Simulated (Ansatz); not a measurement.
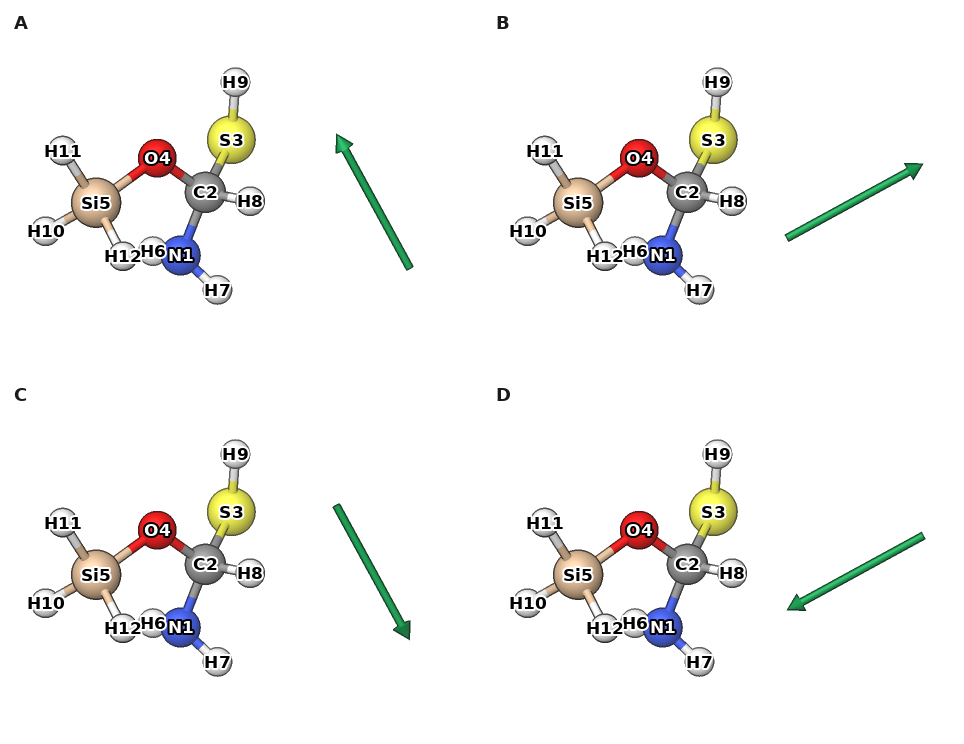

The same molecule four times, each with an arrow. The geometry was computed by an optimisation with PBE-D4/def2-SVP. No frequency run is at hand to confirm it as a minimum. Level of theory: RKS PBE-D4/def2-SVP (Ansatz 0.2.0).

Question: Which arrow points along the dipole moment, from the negative to the positive end?

Answer: C. The dipole moment is 1.79 D; it points from the side of H11 to the side of H7 (the outermost atoms at the two ends).
